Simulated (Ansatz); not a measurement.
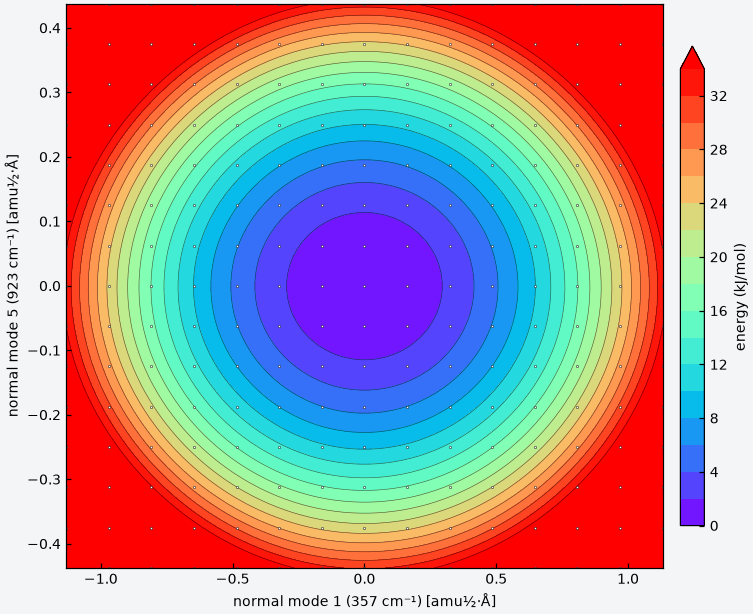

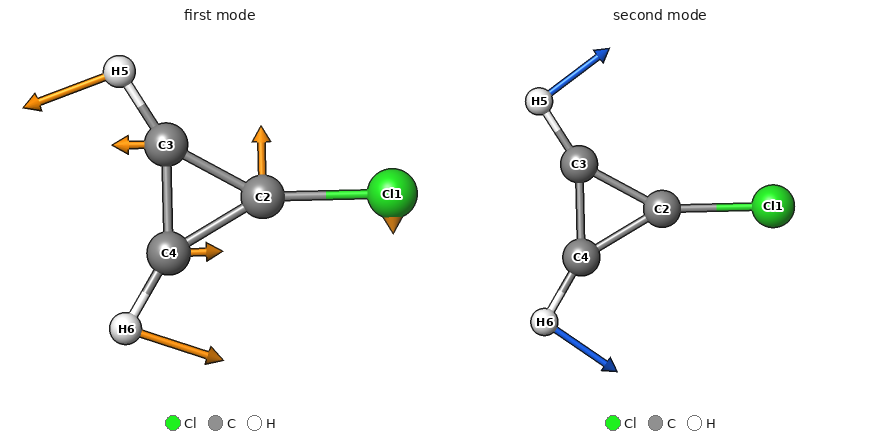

Energy landscape of C3H2Cl, SMILES Clc1c[cH+]1, charge +1. Coordinates scanned: (1) normal mode 1 (357 cm⁻¹); (2) normal mode 5 (923 cm⁻¹). Nothing is relaxed (straight displacements along the two mass-weighted modes). Grid: 15 × 15 points; 120 points were computed and 105 follow by symmetry. All energies are given in kJ/mol relative to the lowest grid point. The calculation used Ansatz, RKS PBE-D4/def2-TZVP.

In the figure: filled contours, dots at the grid points, one colour for all values above the top of the scale. Between grid points the surface is interpolated. The second picture is the structure at the lowest point

> Where are the wells?

The lowest grid point is at normal mode 1 (357 cm⁻¹) = 0.000 amu½·Å, normal mode 5 (923 cm⁻¹) = 0.000 amu½·Å. No other kind of well shows on this grid. The highest grid point, normal mode 1 (357 cm⁻¹) = −1.131 amu½·Å, normal mode 5 (923 cm⁻¹) = 0.438 amu½·Å, lies 75.9 kJ/mol above the lowest.

The values on the grid:

| normal mode 5 (923 cm⁻¹) ↓, normal mode 1 (357 cm⁻¹) → | −1.131 | −0.969 | −0.808 | −0.646 | −0.485 | −0.323 | −0.162 | 0.000 | 0.162 | 0.323 | 0.485 | 0.646 | 0.808 | 0.969 | 1.131 |
| --- | --- | --- | --- | --- | --- | --- | --- | --- | --- | --- | --- | --- | --- | --- | --- |
| 0.438 | 75.9 | 64.1 | 54.3 | 46.4 | 40.4 | 36.2 | 33.6 | 32.8 | 33.6 | 36.2 | 40.4 | 46.4 | 54.3 | 64.1 | 75.9 |
| 0.375 | 64.7 | 53.2 | 43.8 | 36.4 | 30.7 | 26.7 | 24.3 | 23.5 | 24.3 | 26.7 | 30.7 | 36.4 | 43.8 | 53.2 | 64.7 |
| 0.312 | 55.1 | 44.1 | 35.2 | 28.0 | 22.7 | 18.9 | 16.7 | 15.9 | 16.7 | 18.9 | 22.7 | 28.0 | 35.2 | 44.1 | 55.1 |
| 0.250 | 47.3 | 36.7 | 28.2 | 21.4 | 16.3 | 12.8 | 10.7 | 10.0 | 10.7 | 12.8 | 16.3 | 21.4 | 28.2 | 36.7 | 47.3 |
| 0.188 | 41.2 | 31.0 | 22.8 | 16.3 | 11.5 | 8.1 | 6.2 | 5.5 | 6.2 | 8.1 | 11.5 | 16.3 | 22.8 | 31.0 | 41.2 |
| 0.125 | 36.8 | 26.9 | 19.0 | 12.8 | 8.1 | 4.9 | 3.0 | 2.4 | 3.0 | 4.9 | 8.1 | 12.8 | 19.0 | 26.9 | 36.8 |
| 0.062 | 34.1 | 24.5 | 16.7 | 10.6 | 6.1 | 3.0 | 1.2 | 0.6 | 1.2 | 3.0 | 6.1 | 10.6 | 16.7 | 24.5 | 34.1 |
| 0.000 | 33.2 | 23.6 | 15.9 | 9.9 | 5.5 | 2.4 | 0.6 | 0.0 | 0.6 | 2.4 | 5.5 | 9.9 | 15.9 | 23.6 | 33.2 |
| −0.062 | 33.9 | 24.3 | 16.6 | 10.6 | 6.1 | 3.0 | 1.2 | 0.6 | 1.2 | 3.0 | 6.1 | 10.6 | 16.6 | 24.3 | 33.9 |
| −0.125 | 36.4 | 26.6 | 18.7 | 12.6 | 8.0 | 4.8 | 3.0 | 2.4 | 3.0 | 4.8 | 8.0 | 12.6 | 18.7 | 26.6 | 36.4 |
| −0.188 | 40.5 | 30.5 | 22.4 | 16.0 | 11.3 | 8.0 | 6.0 | 5.4 | 6.0 | 8.0 | 11.3 | 16.0 | 22.4 | 30.5 | 40.5 |
| −0.250 | 46.3 | 35.9 | 27.5 | 20.9 | 15.9 | 12.4 | 10.4 | 9.7 | 10.4 | 12.4 | 15.9 | 20.9 | 27.5 | 35.9 | 46.3 |
| −0.312 | 53.7 | 43.0 | 34.2 | 27.3 | 22.0 | 18.4 | 16.2 | 15.5 | 16.2 | 18.4 | 22.0 | 27.3 | 34.2 | 43.0 | 53.7 |
| −0.375 | 62.8 | 51.7 | 42.5 | 35.3 | 29.7 | 25.9 | 23.6 | 22.8 | 23.6 | 25.9 | 29.7 | 35.3 | 42.5 | 51.7 | 62.8 |
| −0.438 | 73.6 | 62.0 | 52.5 | 44.9 | 39.1 | 35.0 | 32.6 | 31.8 | 32.6 | 35.0 | 39.1 | 44.9 | 52.5 | 62.0 | 73.6 |

The whole map (120 points run) took 7.4 min on 1 thread of Arm Neoverse V1, with other jobs on the host.
